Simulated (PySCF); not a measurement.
## C2H3F3: geometry relaxation (part 1 of 2)

- system: C2H3F3
- method: B3LYP/6-31G*, RKS (PySCF 2.14.0)

The geometry comes from this level: PBE0-D4/def2-TZVP symmetrised. Figures and captions count atoms from 1; the log counts them from 0 in places.

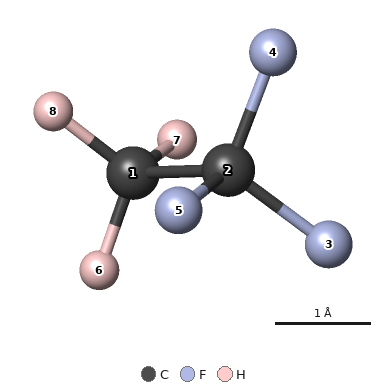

Figure 1. The structure as given in the input (ball-and-stick view, seen at a tilt; atoms are numbered from 1 in the order of the input). Bond lengths as drawn: C–C 1.50 Å, C–F 1.34 Å and C–H 1.09 Å.

## The input (job.py)
```python
from pyscf import gto, dft, symm
from pyscf.hessian import thermo
from pyscf.geomopt.geometric_solver import kernel as optimise

mol = gto.M(
    atom='''
C       -1.217465      -0.260345       0.929104
C       -0.044465      -0.008945       0.033904
F        1.089715      -0.502042       0.552418
F       -0.207577      -0.578097      -1.169361
F        0.154486       1.301046      -0.173867
H       -1.042628       0.218931       1.892862
H       -1.344219      -1.329948       1.067937
H       -2.114941       0.156065       0.469676
''',
    verbose=3,
    basis='6-31g*',
    spin=0,
    max_memory=1860,
    charge=0,
)

mf = dft.RKS(mol, xc='b3lyp')
mf.conv_tol = 1e-10
mf.grids.level = 4
converged, mol_eq = optimise(mf, maxsteps=80)
print('converged:', converged)
print(mol_eq.tostring())

mf.reset(mol_eq)
mol = mol_eq
mf.kernel()
e_final = mf.e_tot
print('Final energy', e_final)
hess = mf.Hessian().kernel()
modes = thermo.harmonic_analysis(mol, hess)
thermo.dump_normal_mode(mol, modes)
symm.geom.TOLERANCE = 1e-3  # for the symmetry number
th = thermo.thermo(mf, modes['freq_au'], 298.15, 101325)
thermo.dump_thermo(mol, th)
```

Machine: 1 thread of Intel Xeon @ 2.90GHz (Ice Lake), 16 GiB of memory available, shared host.

Launch command:
```bash
OMP_NUM_THREADS=1 python job.py
```

## Output
```
#|     Arguments passed to driver run_optimizer():      |#
customengine              <pyscf.geomopt.geometric_solver.PySCFEngine object>
maxiter                   80
----------------------------------------------------------
Custom engine selected.
Bonds will be generated from interatomic distances less than 1.20 times sum of covalent radii
24 internal coordinates being used (instead of 24 Cartesians)
Internal coordinate system (atoms numbered from 1):
Distance 1-2
Distance 1-6
Distance 1-7
Distance 1-8
Distance 2-3
Distance 2-4
Distance 2-5
Angle 2-1-6
Angle 2-1-7
Angle 2-1-8
Angle 6-1-7
Angle 6-1-8
Angle 7-1-8
Angle 1-2-3
Angle 1-2-4
Angle 1-2-5
Angle 3-2-4
Angle 3-2-5
Angle 4-2-5
Dihedral 6-1-2-3
Dihedral 6-1-2-4
Dihedral 6-1-2-5
Dihedral 7-1-2-3
Dihedral 7-1-2-4
Dihedral 7-1-2-5
Dihedral 8-1-2-3
Dihedral 8-1-2-4
Dihedral 8-1-2-5
Translation-X 1-8
Translation-Y 1-8
Translation-Z 1-8
Rotation-A 1-8
Rotation-B 1-8
Rotation-C 1-8
<class 'geometric.internal.Distance'> : 7
<class 'geometric.internal.Angle'> : 12
<class 'geometric.internal.Dihedral'> : 9
<class 'geometric.internal.TranslationX'> : 1
<class 'geometric.internal.TranslationY'> : 1
<class 'geometric.internal.TranslationZ'> : 1
<class 'geometric.internal.RotationA'> : 1
<class 'geometric.internal.RotationB'> : 1
<class 'geometric.internal.RotationC'> : 1
> ===== Optimization Info: ====
> Job type: Energy minimization
> Maximum number of optimization cycles: 80
> Initial / maximum trust radius (Angstrom): 0.100 / 0.300
> Convergence Criteria:
> Will converge when all 5 criteria are reached:
>  |Delta-E| < 1.00e-06
>  RMS-Grad  < 3.00e-04
>  Max-Grad  < 4.50e-04
>  RMS-Disp  < 1.20e-03
>  Max-Disp  < 1.80e-03
> === End Optimization Info ===

Geometry optimization cycle 1
Cartesian coordinates (Angstrom)
 Atom        New coordinates             dX        dY        dZ
   C  -1.217465  -0.260345   0.929104    0.000000  0.000000  0.000000
   C  -0.044465  -0.008945   0.033904    0.000000  0.000000  0.000000
   F   1.089715  -0.502042   0.552418    0.000000  0.000000  0.000000
   F  -0.207577  -0.578097  -1.169361    0.000000  0.000000  0.000000
   F   0.154486   1.301046  -0.173867    0.000000  0.000000  0.000000
   H  -1.042628   0.218931   1.892862    0.000000  0.000000  0.000000
   H  -1.344219  -1.329948   1.067937    0.000000  0.000000 -0.000000
   H  -2.114941   0.156065   0.469676    0.000000  0.000000  0.000000

WARN: Mole.unit (angstrom) is changed to Bohr

converged SCF energy = -377.550543393822
--------------- RKS_Scanner gradients ---------------
         x                y                z
0 C     0.0026745488    -0.0030064053    -0.0012126145
1 C     0.0004382789     0.0005119527    -0.0003755234
2 F    -0.0088162912     0.0045914496    -0.0055407856
3 F     0.0027204360     0.0052582509     0.0097008927
4 F    -0.0001694773    -0.0109615009     0.0006021158
5 H     0.0007970238    -0.0001531481    -0.0015790325
6 H     0.0008734623     0.0040847599    -0.0011780872
7 H     0.0014901347    -0.0003127257    -0.0004086196
----------------------------------------------
cycle 1: E = -377.550543394  dE = -377.551  norm(grad) = 0.0205412
Step    0 : Gradient = 7.262e-03/1.138e-02 (rms/max) Energy = -377.5505433938
Hessian Eigenvalues: 2.30000e-02 5.00000e-02 5.00000e-02 ... 5.69361e-01 5.69727e-01 5.69744e-01

Geometry optimization cycle 2
Cartesian coordinates (Angstrom)
 Atom        New coordinates             dX        dY        dZ
   C  -1.218821  -0.258983   0.929428   -0.001356  0.001362  0.000324
   C  -0.036051  -0.008066   0.027173    0.008414  0.000879 -0.006731
   F   1.102232  -0.507780   0.557449    0.012517 -0.005738  0.005031
   F  -0.209195  -0.584393  -1.182960   -0.001618 -0.006296 -0.013599
   F   0.155620   1.314108  -0.175409    0.001134  0.013062 -0.001542
   H  -1.050324   0.218184   1.897655   -0.007696 -0.000747  0.004793
   H  -1.349609  -1.333957   1.073248   -0.005390 -0.004009  0.005311
   H  -2.121633   0.156482   0.475382   -0.006692  0.000417  0.005706
converged SCF energy = -377.550993651203
--------------- RKS_Scanner gradients ---------------
         x                y                z
0 C    -0.0000627101    -0.0001207539     0.0003035150
1 C     0.0027919668     0.0005906793    -0.0021672986
2 F    -0.0003166188    -0.0003645389     0.0009721186
3 F    -0.0009903760    -0.0004175999     0.0000700558
4 F    -0.0008556987     0.0002472534     0.0006331896
5 H    -0.0002109754     0.0000414591     0.0000516979
6 H    -0.0001661816     0.0000513907     0.0000022497
7 H    -0.0001815030    -0.0000149896     0.0001420021
----------------------------------------------
cycle 2: E = -377.550993651  dE = -0.000450257  norm(grad) = 0.00407638
Step    1 : Displace = 1.101e-02/1.487e-02 (rms/max) Trust = 1.000e-01 (=) Grad = 1.441e-03/3.583e-03 (rms/max) E (change) = -377.5509936512 (-4.503e-04) Quality = 0.892
Hessian Eigenvalues: 2.29998e-02 4.99989e-02 5.00000e-02 ... 5.56959e-01 5.69735e-01 5.70504e-01

Geometry optimization cycle 3
Cartesian coordinates (Angstrom)
 Atom        New coordinates             dX        dY        dZ
   C  -1.220594  -0.259311   0.930463   -0.001773 -0.000328  0.001035
   C  -0.038444  -0.008431   0.028757   -0.002393 -0.000365  0.001584
   F   1.102749  -0.506874   0.554217    0.000516  0.000906 -0.003233
   F  -0.206338  -0.583029  -1.183055    0.002857  0.001364 -0.000095
   F   0.158385   1.312710  -0.177460    0.002765 -0.001398 -0.002051
   H  -1.050916   0.217777   1.898543   -0.000592 -0.000407  0.000888
   H  -1.350387  -1.334654   1.074191   -0.000778 -0.000697  0.000942
   H  -2.122867   0.156379   0.475708   -0.001234 -0.000103  0.000327
converged SCF energy = -377.551008854883
--------------- RKS_Scanner gradients ---------------
         x                y                z
0 C    -0.0003131660    -0.0000577776     0.0003298673
1 C     0.0000015428     0.0000725714    -0.0000204503
2 F     0.0001064724     0.0001044248    -0.0002618875
3 F     0.0002865097     0.0001083713    -0.0000187140
4 F     0.0002122553    -0.0001315574    -0.0001584832
5 H    -0.0000804235     0.0000304128     0.0000585269
6 H    -0.0001018053    -0.0001282434     0.0000385817
7 H    -0.0001033061     0.0000140957     0.0000405105
----------------------------------------------
cycle 3: E = -377.551008855  dE = -1.52037e-05  norm(grad) = 0.000734864
Step    2 : Displace = 2.565e-03/3.593e-03 (rms/max) Trust = 1.414e-01 (+) Grad = 2.598e-04/4.585e-04 (rms/max) E (change) = -377.5510088549 (-1.520e-05) Quality = 0.788
Hessian Eigenvalues: 2.29951e-02 4.99711e-02 5.00000e-02 ... 5.66206e-01 5.69733e-01 5.73120e-01

Geometry optimization cycle 4
Cartesian coordinates (Angstrom)
 Atom        New coordinates             dX        dY        dZ
   C  -1.220104  -0.259234   0.929932    0.000490  0.000077 -0.000531
   C  -0.038876  -0.008665   0.028879   -0.000433 -0.000234  0.000121
   F   1.101691  -0.507568   0.555194   -0.001058 -0.000694  0.000977
   F  -0.207918  -0.583515  -1.182636   -0.001580 -0.000486  0.000419
   F   0.157268   1.312690  -0.176669   -0.001116 -0.000020  0.000791
   H  -1.049734   0.217864   1.897797    0.001182  0.000087 -0.000746
   H  -1.349314  -1.334463   1.073458    0.001073  0.000190 -0.000733
   H  -2.122025   0.156540   0.474820    0.000842  0.000161 -0.000888
converged SCF energy = -377.551010732977
--------------- RKS_Scanner gradients ---------------
         x                y                z
0 C    -0.0000047280    -0.0000292954     0.0000411174
1 C     0.0000307676     0.0000384792    -0.0000307638
2 F    -0.0000522913     0.0000257487    -0.0000211652
3 F     0.0000137590     0.0000207885     0.0000676218
4 F    -0.0000142101    -0.0000709082     0.0000104927
5 H     0.0000172770     0.0000193208    -0.0000124344
6 H     0.0000093544    -0.0000071672    -0.0000250788
7 H     0.0000082381     0.0000154048    -0.0000219639
----------------------------------------------
cycle 4: E = -377.551010733  dE = -1.87809e-06  norm(grad) = 0.000150686
Step    3 : Displace = 1.275e-03/1.590e-03 (rms/max) Trust = 2.000e-01 (+) Grad = 5.328e-05/7.308e-05 (rms/max) E (change) = -377.5510107330 (-1.878e-06) Quality = 0.953
Hessian Eigenvalues: 2.29610e-02 4.97086e-02 5.00000e-02 ... 5.52974e-01 5.69730e-01 5.70267e-01

Geometry optimization cycle 5
Cartesian coordinates (Angstrom)
 Atom        New coordinates             dX        dY        dZ
   C  -1.220161  -0.259287   0.929860   -0.000058 -0.000053 -0.000072
   C  -0.038940  -0.008837   0.028709   -0.000063 -0.000173 -0.000170
   F   1.101658  -0.507898   0.554960   -0.000033 -0.000330 -0.000234
   F  -0.208143  -0.583600  -1.182897   -0.000226 -0.000085 -0.000261
   F   0.157355   1.312574  -0.176793    0.000086 -0.000115 -0.000124
   H  -1.049806   0.217717   1.897774   -0.000072 -0.000147 -0.000023
   H  -1.349460  -1.334476   1.073565   -0.000146 -0.000012  0.000107
   H  -2.122194   0.156428   0.474948   -0.000169 -0.000112  0.000127
converged SCF energy = -377.551010767734
--------------- RKS_Scanner gradients ---------------
         x                y                z
0 C    -0.0000070566    -0.0000094554     0.0000193155
1 C     0.0000154105     0.0000135715    -0.0000128645
2 F     0.0000014465     0.0000075468     0.0000076534
3 F     0.0000021139    -0.0000015403     0.0000049820
4 F    -0.0000068973    -0.0000097163     0.0000026047
5 H    -0.0000003685     0.0000032971    -0.0000038662
6 H     0.0000011224     0.0000045496    -0.0000084889
7 H     0.0000024841     0.0000040440    -0.0000015175
----------------------------------------------
cycle 5: E = -377.551010768  dE = -3.47574e-08  norm(grad) = 3.92722e-05
```

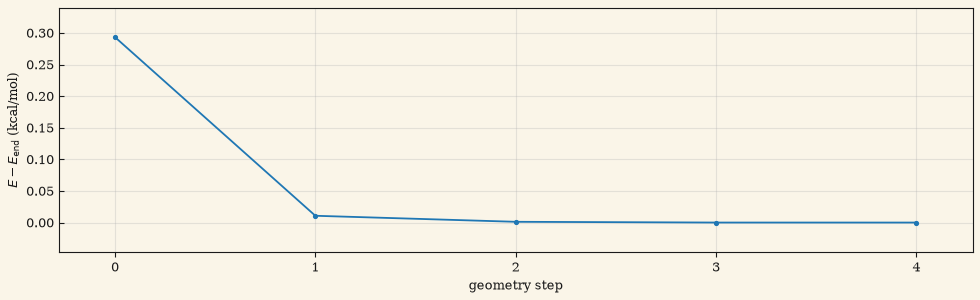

Figure 2. Progress of the relaxation, step by step (steps are counted from 0). Over 4 geometry steps the energy falls by 0.29 kcal/mol. The largest force component goes from 0.56 to 0.00099 eV/Å. The largest moves after the best rigid fit, 0.014 Å, are those of F3 and F4. Largest moves by element: F 0.014 Å, H 0.009 Å, C 0.008 Å. Among the contacts that change: C2–F3 1.341 → 1.352 Å, C1–C2 1.497 → 1.507 Å. (Atoms are counted from 1 in the order of the input.)

```
Step    4 : Displace = 1.269e-04/1.721e-04 (rms/max) Trust = 2.828e-01 (+) Grad = 1.388e-05/2.423e-05 (rms/max) E (change) = -377.5510107677 (-3.476e-08) Quality = 0.998
Hessian Eigenvalues: 2.29610e-02 4.97086e-02 5.00000e-02 ... 5.52974e-01 5.69730e-01 5.70267e-01
Converged! =D

converged: True
C          -1.22016136       -0.25928739        0.92985959
C          -0.03893954       -0.00883724        0.02870874
F           1.10165827       -0.50789764        0.55495986
F          -0.20814337       -0.58359988       -1.18289721
F           0.15735487        1.31257425       -0.17679336
H          -1.04980603        0.21771707        1.89777397
H          -1.34945975       -1.33447594        1.07356487
H          -2.12219367        0.15642828        0.47494769
converged SCF energy = -377.551010767733
Final energy -377.5510107677331
Mode                                 0                   1                   2
Irrep
Freq [cm^-1]                      241.7076            359.0309            359.2701
Reduced mass [au]                   1.0419              3.9669              3.9646
Force const [Dyne/A]                0.0359              0.3013              0.3015
Char temp [K]                     347.7633            516.5656            516.9096
Normal mode                   x     y     z       x     y     z       x     y     z
       0   C                 0.00 -0.00  0.00    0.07 -0.06  0.08   -0.02 -0.11 -0.06
       1   C                -0.00  0.00 -0.00   -0.02  0.02 -0.03    0.01  0.04  0.02
       2   F                -0.00 -0.02 -0.01   -0.09 -0.03  0.08    0.01  0.06  0.03
       3   F                -0.01  0.02 -0.01    0.03  0.06 -0.05   -0.11  0.01  0.05
       4   F                 0.01  0.00  0.02    0.01  0.00 -0.09    0.11  0.01 -0.04
       5   H                -0.24  0.47 -0.19    0.21 -0.08  0.07   -0.18 -0.21  0.02
       6   H                 0.34  0.02  0.45    0.21 -0.07  0.08    0.11 -0.14 -0.21
       7   H                -0.09 -0.49 -0.26   -0.05 -0.13  0.26   -0.04 -0.19 -0.10
Mode                                 3                   4                   5
Irrep
Freq [cm^-1]                      532.2575            532.7508            592.3579
Reduced mass [au]                   7.7243              7.7254              6.5619
Force const [Dyne/A]                1.2893              1.2919              1.3566
Char temp [K]                     765.8001            766.5098            852.2711
Normal mode                   x     y     z       x     y     z       x     y     z
```
